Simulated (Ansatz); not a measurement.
## Ge (diamond structure), cut as [111] wire, round, centred on atom, 0.65 nm across, F-ended

Method: PBE (plane waves to 420 eV, PAW; Ansatz, a first-principles code).

k-points: Γ-centred 1×1×3 mesh; occupations: Fermi-Dirac, 0.020 eV; spin polarisation not allowed. Spin-orbit coupling is left out.

 The relaxation kept the symmetry of its start, so a lower minimum of less symmetry isn't excluded. The period along the axis is held at the bulk value.

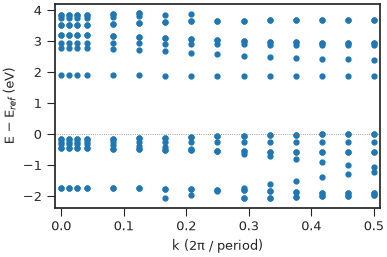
Fig. 1. Levels along the axis at 15 k-points, drawn as points, zero at the top of the valence band

Electronic character: not metallic; Kohn-Sham band gap: 1.88 eV. Only levels within the plotted window are shown.
